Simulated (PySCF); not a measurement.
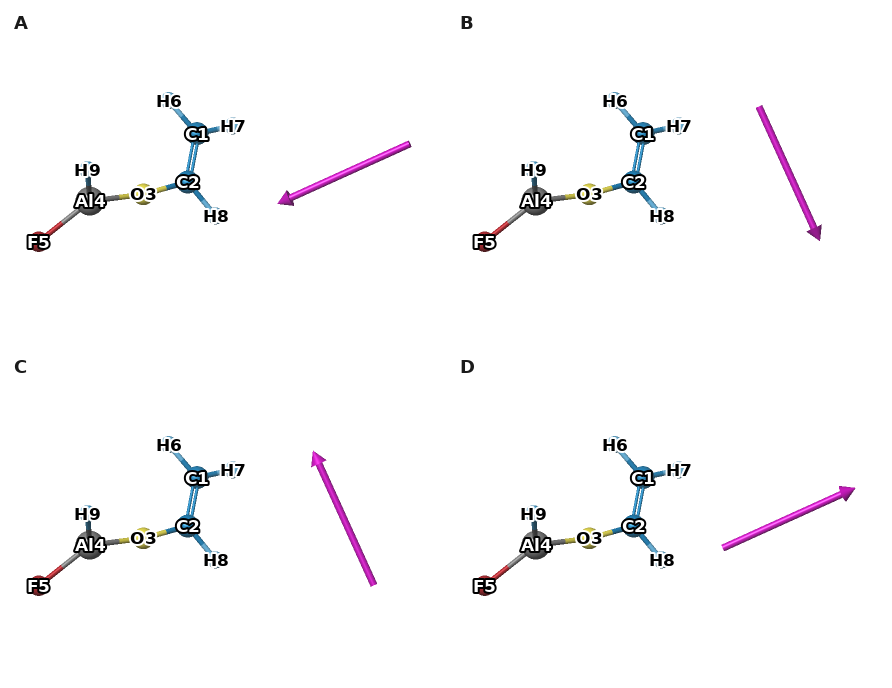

The same molecule four times, each with an arrow. The computed structure is the end point of a GFN2-xTB optimisation. No frequency run is at hand to confirm it as a minimum. Method: PBE0/pcSseg-1, gas phase (PySCF 2.14.0).

### Which arrow points along the dipole moment, from the negative to the positive end?

D. The dipole moment is 1.40 D; it points from the side of F5 to the side of H7 (the outermost atoms at the two ends).

The geometry is semi-empirical. Around Al such bond lengths and angles can be off by a tenth of an ångström or more and by several degrees, and values that hang on the shape move with them.
